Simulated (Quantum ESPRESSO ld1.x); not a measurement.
For F in [He] 2s2 2p5, the spin moment of the 2p shell is fixed at a series of values. Theory: non-relativistic Kohn-Sham, LDA (Slater exchange, VWN5 correlation), spin-polarised, spherical densities, point nucleus (computed with Quantum ESPRESSO ld1.x 7.5). Wanted, and plotted below: the energy and the exchange splitting.

The energy falls with the moment, to −0.396 eV at M = 1 μB, the largest moment run; with one electron or hole in the shell the exact energy would hardly depend on M, so most of the fall is the functional's fractional-spin error. A fit E = −I M²/4 gives an exchange integral I of about 1.6 eV, and the exchange splitting grows nearly in proportion to M, to 1.58 eV (1.6 eV per μB).

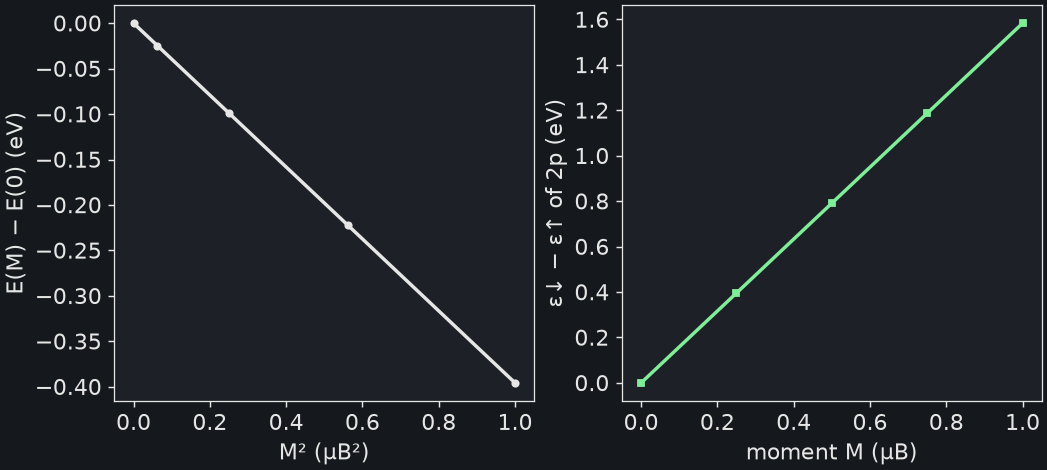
